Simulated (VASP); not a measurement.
# Fe: structure and properties in VASP, part 4 of 6

What structure does Fe take at this level, and what are its properties? Left out of this account: 1 further run (core levels: core levels are not valid at this level). The start is a cell from a database of measured crystal structures.

VASP 6.6.1, plane waves and PAW; the level of theory is named at each step.

Still holding for the runs below: The magnetic order is the lowest of the few collinear ones tried above; longer or canted patterns were not tried.

So far, largest spin moment in the PAW sphere (μB): step 2 (magnetic order: ferromagnetic) 2.69; step 3 (magnetic order: antiferromagnetic, q = (0, 0, 1/2)) 2.67; step 4 (magnetic order: antiferromagnetic, q = (1/2, 1/2, 1/2)) 2.72; step 6 (full relaxation (r2SCAN)) 2.68.

The database entry behind the starting cell differs from later determinations by our own check (an axis about 0.7 % long against later determinations), so it need not match the best structure at ambient conditions.

## (10) Total and projected DOS (r2SCAN)

Level of this step: r2SCAN, spin-polarised from a ferromagnetic start (one magnetic atom a cell); plane waves and PAW (Fe) (VASP).

Here the states are counted by energy and projected on the atoms. The mesh is finer than in the run before.

INCAR reads:

```
SYSTEM = Fe
PREC = Accurate
ENCUT = 400
EDIFF = 1E-06
NELM = 100
ISMEAR = -5
SIGMA = 0.2
LREAL = .FALSE.
ALGO = Normal
METAGGA = R2SCAN
LASPH = .TRUE.
NBANDS = 17
ISPIN = 2
MAGMOM = 2.677
LMAXMIX = 4
LORBIT = 11
LWAVE = .FALSE.
LCHARG = .FALSE.
KPAR = 4
NEDOS = 2001
```

POSCAR reads:

```
Fe
1.0
   -1.4284040398      1.4284040398      1.4284040398
    1.4284040398     -1.4284040398      1.4284040398
    1.4284040398      1.4284040398     -1.4284040398
Fe
1
Direct
    0.0000000000      0.0000000000      0.0000000000
```

KPOINTS reads:

```
Automatic mesh
0
Gamma
16 16 16
0 0 0
```

The projector-augmented-wave data sets are Fe (PBE family, release 64).

On the command line:

```bash
$ mpirun -np 4 vasp_std
```

What it wrote:

```text
[... set-up lines as in an earlier step ...]
 entering main loop
       N       E                     dE             d eps       ncg     rms          rms(c)
DAV:   1     0.140056749633E+02    0.14006E+02   -0.30656E+03 11063   0.481E+02
DAV:   2    -0.147948382552E+02   -0.28801E+02   -0.26453E+02 10960   0.106E+02
DAV:   3    -0.157418163550E+02   -0.94698E+00   -0.94098E+00 11964   0.200E+01
DAV:   4    -0.157448777159E+02   -0.30614E-02   -0.30595E-02 12010   0.104E+00
DAV:   5    -0.157448880410E+02   -0.10325E-04   -0.10327E-04 12322   0.615E-02    0.118E+01
DAV:   6    -0.143611950374E+02    0.13837E+01   -0.13353E+01 14231   0.367E+01    0.742E+00
DAV:   7    -0.143335809809E+02    0.27614E-01   -0.13616E+00 11638   0.950E+00    0.462E+00
DAV:   8    -0.143620387413E+02   -0.28458E-01   -0.78021E-02 13754   0.139E+00    0.241E+00
DAV:   9    -0.143511944947E+02    0.10844E-01   -0.89201E-02 12241   0.164E+00    0.769E-01
DAV:  10    -0.143558787743E+02   -0.46843E-02   -0.46226E-02 11377   0.129E+00    0.239E-01
DAV:  11    -0.143574070051E+02   -0.15282E-02   -0.17152E-03 12084   0.298E-01    0.106E-01
DAV:  12    -0.143574431918E+02   -0.36187E-04   -0.34727E-05 12897   0.442E-02    0.624E-02
DAV:  13    -0.143575347296E+02   -0.91538E-04   -0.79264E-05 13559   0.501E-02    0.162E-02
DAV:  14    -0.143575302035E+02    0.45261E-05   -0.20620E-06 10852   0.797E-03    0.137E-03
DAV:  15    -0.143575248361E+02    0.53675E-05   -0.72431E-08  5849   0.253E-03    0.513E-04
DAV:  16    -0.143575237841E+02    0.10519E-05   -0.18795E-08  5498   0.882E-04    0.238E-04
DAV:  17    -0.143575235433E+02    0.24081E-06   -0.29090E-09  5439   0.489E-04
   1 F= -.14357524E+02 E0= -.14357524E+02  d E =0.000000E+00  mag=     2.6136
 -----------------------------------------------------------------------------
|                                                                             |
|           W    W    AA    RRRRR   N    N  II  N    N   GGGG   !!!           |
|           W    W   A  A   R    R  NN   N  II  NN   N  G    G  !!!           |
|           W    W  A    A  R    R  N N  N  II  N N  N  G       !!!           |
|           W WW W  AAAAAA  RRRRR   N  N N  II  N  N N  G  GGG   !            |
|           WW  WW  A    A  R   R   N   NN  II  N   NN  G    G                |
|           W    W  A    A  R    R  N    N  II  N    N   GGGG   !!!           |
|                                                                             |
|     Tetrahedron method does not include variations of the Fermi             |
|     occupations, so forces and stress will be inaccurate. We suggest        |
|     using a different smearing scheme ISMEAR = 1 or 2 for metals in         |
|     relaxations.                                                            |
|                                                                             |
 -----------------------------------------------------------------------------
```

Wall time 19 s (4 MPI ranks of Intel Xeon 6975P-C (Granite Rapids), shared host); peak memory 0.63 GiB; 72 s of CPU time.

OUTCAR, selected parts (step 10):

```text
   k-points           NKPTS =    145   k-points in BZ     NKDIM =    145   number of bands    NBANDS=     17

   NELECT =       8.0000    total number of electrons

 E-fermi :   5.5439

 spin component 1
 k-point     1 :       0.0000    0.0000    0.0000
  band No.  band energies     occupation
    ...
      2       2.5114      1.00000
      3       2.5117      1.00000
      4       2.5117      1.00000
      5       3.7298      1.00000
      6       3.7298      1.00000
      7      31.3181      0.00000
      8      31.3183      0.00000
      9      31.3183      0.00000
     10      36.2170      0.00000
     11      36.2170      0.00000
    ...

 k-point     2 :       0.0625    0.0000    0.0000
  band No.  band energies     occupation
    ...
      2       2.4710      1.00000
      3       2.5106      1.00000
      4       2.5950      1.00000
      5       3.6894      1.00000
      6       3.7329      1.00000
      7      30.1140      0.00000
      8      31.0423      0.00000
      9      31.1353      0.00000
     10      35.5599      0.00000
     11      35.9694      0.00000
    ...

  Total        0.0097173      0.0097173      0.0097173     -0.0000000     -0.0000000     -0.0000000
  in kB        1.3354928      1.3354928      1.3354928     -0.0000000     -0.0000000     -0.0000000
  external PRESSURE =       1.3354928 kB  Pullay stress =       0.0000000 kB

 POSITION                                       TOTAL-FORCE (eV/Angst)
 -----------------------------------------------------------------------------------
      0.00000      0.00000      0.00000         0.000000      0.000000      0.000000
 -----------------------------------------------------------------------------------
    total drift:                                0.000000     -0.000000     -0.000000

  FREE ENERGIE OF THE ION-ELECTRON SYSTEM (eV)
  ---------------------------------------------------
  free  energy   TOTEN  =       -14.3575235433 eV

  energy  without entropy=      -14.3575235433  energy(sigma->0) =      -14.35752354

 magnetization (x)
# of ion       s       p       d       tot
------------------------------------------
    1       -0.014  -0.120   2.815   2.681

[... 6 parts as in an earlier step ...]

[... 15 further parts left out ...]
```

With tetrahedra the forces and stress of a metal are not exact derivatives of the energy.

Numbers from this step:

* irreducible k-points: 145
* Fermi energy: 5.544 eV
* pressure: 0.1335 GPa
* moment of the cell, from the last line of the log: 2.614 μB
* DOS at the Fermi level: 0.7552 states/eV/cell

The density of states has structure finer than the step of the table below, so its rows give means over 1 eV, whole bins alone (the curve runs from -12.0 to 7.92 eV). Peaks (eV: height): total up -4.6: 1.17, -3.9: 2.04, -3.1: 2.07, -1.7: 2.73; total down -1.0: 1.25, 2.8: 3.42; Fe d up -4.5: 0.874, -3.9: 1.81, -3.1: 1.78, -1.7: 2.65; Fe d down -1.0: 0.963, 2.8: 3.34; Fe p up -4.6: 0.0715, -3.9: 0.0792, -3.1: 0.120, 2.8: 0.0463.

States under -12.0 eV and over 7.9 eV are left out. The density of states by energy, zero at the Fermi level; means over each step; 7 of 8 lines; values in states/eV/cell:

| energy (eV) | total up | total down | Fe d up | Fe d down | Fe p up | Fe p down | Fe s up |
| --- | --- | --- | --- | --- | --- | --- | --- |
| -10 | 0 | 0 | 0 | 0 | 0 | 0 | 0 |
| -9 | 2.4e-5 | 0.00938 | 0 | 0 | 0 | 3.0e-4 | 1.7e-5 |
| -8 | 0.0216 | 0.0347 | 1.1e-4 | 2.4e-4 | 0.00102 | 0.00279 | 0.0148 |
| -7 | 0.0495 | 0.0536 | 0.00208 | 0.00142 | 0.00495 | 0.00720 | 0.0298 |
| -6 | 0.0974 | 0.0745 | 0.0176 | 0.00492 | 0.0127 | 0.0134 | 0.0447 |
| -5 | 0.704 | 0.105 | 0.483 | 0.0151 | 0.0413 | 0.0216 | 0.0849 |
| -4 | 1.01 | 0.181 | 0.885 | 0.0566 | 0.0395 | 0.0327 | 0.0126 |
| -3 | 0.969 | 0.342 | 0.820 | 0.180 | 0.0646 | 0.0457 | 0.0163 |
| -2 | 1.58 | 0.377 | 1.50 | 0.259 | 0.0239 | 0.0423 | 0.00850 |
| -1 | 0.797 | 1.09 | 0.739 | 0.820 | 0.0227 | 0.135 | 0.0129 |
| 0 | 0.127 | 0.627 | 0.0781 | 0.539 | 0.0236 | 0.0391 | 0.0133 |
| 1 | 0.134 | 0.264 | 0.0607 | 0.244 | 0.0404 | 0.00631 | 0.0144 |
| 2 | 0.127 | 0.948 | 0.0497 | 0.900 | 0.0454 | 0.00978 | 0.0130 |
| 3 | 0.115 | 1.24 | 0.0409 | 1.19 | 0.0452 | 0.0138 | 0.0106 |
| 4 | 0.0966 | 0.232 | 0.0320 | 0.184 | 0.0411 | 0.0261 | 0.00784 |
| 5 | 0.0762 | 0.165 | 0.0239 | 0.110 | 0.0345 | 0.0333 | 0.00513 |
| 6 | 0.0462 | 0.121 | 0.0134 | 0.0694 | 0.0222 | 0.0330 | 0.00276 |
| 7 | 0.0656 | 0.0810 | 0.0235 | 0.0400 | 0.0160 | 0.0272 | 0.0174 |

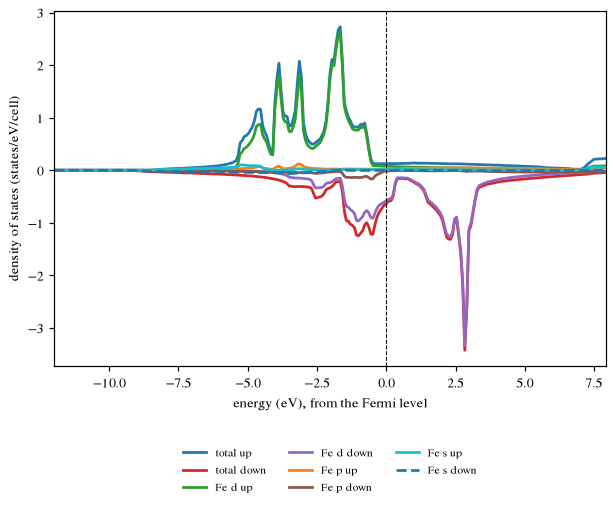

Density of states against energy. Down spins are drawn negative.

The finer mesh and the other smearing move the Fermi level by -0.00 eV from the 11×11×11 run, a small shift, which tests the Fermi level alone. Of the states within 0.3 eV of the Fermi level, the largest shares in the PAW spheres are Fe d 85 % and Fe p 6 %. The rest lies in smaller channels or between the spheres.

## (11) Electric field gradients (r2SCAN)

Field gradients probe how far the charge around each nucleus departs from cubic symmetry; LASPH keeps the non-spherical terms inside the spheres.

INCAR reads:

```
SYSTEM = Fe
PREC = Accurate
ENCUT = 400
EDIFF = 1E-07
NELM = 100
ISMEAR = 1
SIGMA = 0.2
LREAL = .FALSE.
ALGO = Normal
METAGGA = R2SCAN
LASPH = .TRUE.
NBANDS = 12
ISPIN = 2
MAGMOM = 2.677
LMAXMIX = 4
LORBIT = 11
LWAVE = .FALSE.
LCHARG = .FALSE.
KPAR = 4
LEFG = .TRUE.
```

POSCAR is that of step 10.

KPOINTS reads:

```
Automatic mesh
0
Gamma
11 11 11
0 0 0
```

On the command line:

```bash
$ mpirun -np 4 vasp_std
```

What it wrote:

```text
[... set-up lines as in an earlier step ...]
 entering main loop
       N       E                     dE             d eps       ncg     rms          rms(c)
DAV:   1     0.128357541788E+02    0.12836E+02   -0.34412E+03  2900   0.687E+02
DAV:   2    -0.149984359931E+02   -0.27834E+02   -0.25194E+02  2828   0.123E+02
DAV:   3    -0.157451576667E+02   -0.74672E+00   -0.74421E+00  3076   0.241E+01
DAV:   4    -0.157481242022E+02   -0.29665E-02   -0.29663E-02  3016   0.137E+00
DAV:   5    -0.157481449466E+02   -0.20744E-04   -0.20745E-04  3100   0.120E-01    0.118E+01
DAV:   6    -0.143591784857E+02    0.13890E+01   -0.15119E+01  3196   0.520E+01    0.755E+00
DAV:   7    -0.143378205067E+02    0.21358E-01   -0.14120E+00  3220   0.135E+01    0.467E+00
DAV:   8    -0.143696782919E+02   -0.31858E-01   -0.83876E-02  3356   0.209E+00    0.238E+00
DAV:   9    -0.143574181741E+02    0.12260E-01   -0.79061E-02  3104   0.205E+00    0.718E-01
DAV:  10    -0.143608349850E+02   -0.34168E-02   -0.45666E-02  2988   0.175E+00    0.259E-01
DAV:  11    -0.143629587965E+02   -0.21238E-02   -0.27611E-03  2844   0.500E-01    0.775E-02
DAV:  12    -0.143628985424E+02    0.60254E-04   -0.42357E-05  3248   0.681E-02    0.441E-02
DAV:  13    -0.143629430935E+02   -0.44551E-04   -0.68355E-05  3192   0.648E-02    0.119E-02
DAV:  14    -0.143629331571E+02    0.99364E-05   -0.14408E-06  2968   0.117E-02    0.257E-03
DAV:  15    -0.143629300377E+02    0.31194E-05   -0.11843E-07  1884   0.352E-03    0.700E-04
DAV:  16    -0.143629289511E+02    0.10866E-05   -0.15526E-08  1444   0.140E-03    0.260E-04
DAV:  17    -0.143629284496E+02    0.50153E-06   -0.47979E-09  1420   0.607E-04    0.302E-04
DAV:  18    -0.143629284569E+02   -0.73169E-08   -0.15844E-09  1412   0.502E-04
ion   1
     0.0000000    -0.0000000     0.0000000    -0.0000000    -0.0000000    -0.0000000
     0.0000445    -0.0000000     0.0000000    -0.0000000    -0.0000000    -0.0000000
     0.0000605    -0.0000000     0.0000000    -0.0000000    -0.0000000    -0.0000000
     0.0000823    -0.0000000     0.0000000    -0.0000000    -0.0000000    -0.0000000
     0.0001120    -0.0000000     0.0000000    -0.0000000    -0.0000000    -0.0000000

     0.0000000     0.0000000     0.0000000    -0.0000000    -0.0000000    -0.0000000
     0.0000445     0.0000000     0.0000000    -0.0000000    -0.0000000    -0.0000000
     0.0000605     0.0000000     0.0000000    -0.0000000    -0.0000000    -0.0000000
     0.0000823     0.0000000     0.0000000    -0.0000000    -0.0000000    -0.0000000
     0.0001120     0.0000000     0.0000000    -0.0000000    -0.0000000    -0.0000000

   1 F= -.14362928E+02 E0= -.14363092E+02  d E =0.491718E-03  mag=     2.6079
```

It took 7.8 s on 4 MPI ranks; peak memory 0.48 GiB; 29 s of CPU time.

Parts of OUTCAR (step 11):

```text
   NELECT =       8.0000    total number of electrons

 E-fermi :   5.5486

 spin component 1
 k-point     1 :       0.0000    0.0000    0.0000
  band No.  band energies     occupation
    ...
      2       2.5189      1.00000
      3       2.5193      1.00000
      4       2.5193      1.00000
      5       3.7332      1.00000
      6       3.7332      1.00000
      7      31.3221      0.00000
      8      31.3223      0.00000
      9      31.3223      0.00000
     10      36.2220      0.00000
     11      36.2220      0.00000
    ...

 k-point     4 :       0.2727    0.0000    0.0000
  band No.  band energies     occupation
    ...
      2       1.9279      1.00000
      3       2.6190      1.00000
      4       3.5930      1.00000
      5       3.8053      1.00000
      6       3.8803      1.00000
      7      20.3628      0.00000
      8      26.8813      0.00000
      9      29.2441      0.00000
     10      29.7177      0.00000
     11      33.2426      0.00000
    ...

  Total       -0.0032767     -0.0032767     -0.0032767     -0.0000000      0.0000000      0.0000000
  in kB       -0.4503292     -0.4503292     -0.4503292     -0.0000000      0.0000000      0.0000000
  external PRESSURE =      -0.4503292 kB  Pullay stress =       0.0000000 kB

  FREE ENERGIE OF THE ION-ELECTRON SYSTEM (eV)
  ---------------------------------------------------
  free  energy   TOTEN  =       -14.3629284569 eV

  energy  without entropy=      -14.3634201752  energy(sigma->0) =      -14.36309236

 Electric field gradients after diagonalization (V/A^2)
 (convention: |V_zz| > |V_xx| > |V_yy|)
----------------------------------------------------------------------
 ion       V_xx      V_yy      V_zz     asymmetry (V_yy - V_xx)/ V_zz
----------------------------------------------------------------------
   1      -0.003    -0.003     0.007       0.000
----------------------------------------------------------------------

[... 15 parts as in an earlier step ...]

[... 9 further parts left out ...]
```

This step gave:

| Property | Result |
| --- | --- |
| SCF cycles | 18 |
| bands | 12 |
| irreducible k-points | 56 |
| Fermi energy | 5.549 eV |
| pressure | -0.04503 GPa |
| moment of the cell, from the last line of the log | 2.608 μB |

Electric field gradients, by row:

```csv
atom,Vxx (V/Å²),Vyy (V/Å²),Vzz (V/Å²),asymmetry
Fe1,-0.003,-0.003,0.007,-
```

All gradients vanish within the noise.

The run ends at a pressure of -0.05 GPa.

## (12) Volume scan with r2SCAN

An equation of state needs energies on both sides of the minimum, all on one mesh and cutoff.

Changes to INCAR since step 11:

```diff
@@ -3,3 +3,3 @@
 ENCUT = 400
-EDIFF = 1E-07
+EDIFF = 1E-06
 NELM = 100
@@ -19,2 +19,2 @@
 KPAR = 4
-LEFG = .TRUE.
+ISIF = 2
```

POSCAR reads:

```
Fe
1.0
   -1.3992447550      1.3992447550      1.3992447550
    1.3992447550     -1.3992447550      1.3992447550
    1.3992447550      1.3992447550     -1.3992447550
Fe
1
Direct
    0.0000000000      0.0000000000      0.0000000000
```

KPOINTS is that of step 11.

On the command line:

```bash
$ mpirun -np 4 vasp_std
```

What it wrote:

```text
[... set-up lines as in an earlier step ...]
 entering main loop
       N       E                     dE             d eps       ncg     rms          rms(c)
DAV:   1     0.125071413168E+02    0.12507E+02   -0.34337E+03  2948   0.691E+02
DAV:   2    -0.149501625103E+02   -0.27457E+02   -0.24943E+02  2852   0.125E+02
DAV:   3    -0.156798387964E+02   -0.72968E+00   -0.72680E+00  3116   0.237E+01
DAV:   4    -0.156826457894E+02   -0.28070E-02   -0.28067E-02  3028   0.132E+00
DAV:   5    -0.156826660405E+02   -0.20251E-04   -0.20251E-04  3084   0.116E-01    0.125E+01
DAV:   6    -0.143061845437E+02    0.13765E+01   -0.13397E+01  3204   0.501E+01    0.617E+00
DAV:   7    -0.143009303426E+02    0.52542E-02   -0.10008E+00  3248   0.115E+01    0.429E+00
DAV:   8    -0.143175766933E+02   -0.16646E-01   -0.40365E-02  3360   0.141E+00    0.256E+00
DAV:   9    -0.143214131443E+02   -0.38365E-02   -0.13834E-01  3152   0.325E+00    0.972E-01
DAV:  10    -0.143280268629E+02   -0.66137E-02   -0.48918E-03  2932   0.784E-01    0.489E-01
DAV:  11    -0.143289638940E+02   -0.93703E-03   -0.54661E-03  3120   0.597E-01    0.165E-01
DAV:  12    -0.143289883115E+02   -0.24417E-04   -0.19438E-04  3076   0.109E-01    0.122E-01
DAV:  13    -0.143289876636E+02    0.64791E-06   -0.17611E-04  3136   0.113E-01    0.541E-02
DAV:  14    -0.143290079522E+02   -0.20289E-04   -0.19692E-05  3108   0.452E-02    0.880E-03
DAV:  15    -0.143290066285E+02    0.13238E-05   -0.15945E-06  1688   0.131E-02    0.563E-03
DAV:  16    -0.143290020696E+02    0.45588E-05   -0.54968E-07  1548   0.824E-03    0.588E-03
DAV:  17    -0.143290048382E+02   -0.27685E-05   -0.80499E-07  1416   0.793E-03    0.740E-04
DAV:  18    -0.143290044482E+02    0.38996E-06   -0.34113E-08  1416   0.177E-03
   1 F= -.14329004E+02 E0= -.14329514E+02  d E =0.152961E-02  mag=     2.6131
```

The job ended after 7.2 s (4 MPI ranks; peak memory 0.47 GiB).

Parts of OUTCAR (step 12):

```text
   ENCUT  =  400.0 eV  29.40 Ry    5.42 a.u.   3.95  3.95  3.95*2*pi/ulx,y,z

   NELECT =       8.0000    total number of electrons

 E-fermi :   6.0545

 spin component 1
 k-point     1 :       0.0000    0.0000    0.0000
  band No.  band energies     occupation
    ...
      2       3.0440      1.00000
      3       3.0442      1.00000
      4       3.0442      1.00000
      5       4.4139      1.00000
      6       4.4139      1.00000
      7      32.5709      0.00000
      8      32.5711      0.00000
      9      32.5711      0.00000
     10      37.8985      0.00000
     11      37.8985      0.00000
    ...

 k-point     2 :       0.0909    0.0000    0.0000
  band No.  band energies     occupation
    ...
      2       2.9496      1.00000
      3       3.0386      1.00000
      4       3.2381      1.00000
      5       4.3250      1.00000
      6       4.4216      1.00000
      7      30.3680      0.00000
      8      31.9899      0.00000
      9      32.2799      0.00000
     10      37.0266      0.00000
     11      37.0752      0.00000
    ...

  Total        1.0489870      1.0489870      1.0489870     -0.0000000     -0.0000000     -0.0000000
  in kB      153.3697272    153.3697272    153.3697272     -0.0000000     -0.0000000     -0.0000000
  external PRESSURE =     153.3697272 kB  Pullay stress =       0.0000000 kB

  FREE ENERGIE OF THE ION-ELECTRON SYSTEM (eV)
  ---------------------------------------------------
  free  energy   TOTEN  =       -14.3290044482 eV

  energy  without entropy=      -14.3305340563  energy(sigma->0) =      -14.32951432

 magnetization (x)
# of ion       s       p       d       tot
------------------------------------------
    1       -0.012  -0.116   2.784   2.656

[... 6 parts as in an earlier step ...]

[... 16 further parts left out ...]
```

The scan keeps the cell's shape and the fractional positions fixed.

This step gave:

```
free energy (TOTEN)                               : -14.33 eV
energy at zero smearing                           : -14.33 eV
Fermi energy                                      : 6.054 eV
pressure                                          : 15.34 GPa
moment of the cell, from the last line of the log : 2.613 μB
```

The pressure here is 15.34 GPa.

(Part 4 of 6 ends here.)

[Lines on the potential files, build, host, timing and source positions are cut from VASP's logs without a mark.]

[Logs are printed without paths, hosts, clocks, repeated set-up lines and the standing remarks that a program may print on its own settings, such as how far it seeks lower states.]

[Hosts, paths, dates, database ids (printed as entryN), source tags and the programs' standing remarks are cut or masked in the printed files.]

[Measured values are set beside computed ones only where the two were judged alike; some that the calculation misses by far are left out.]
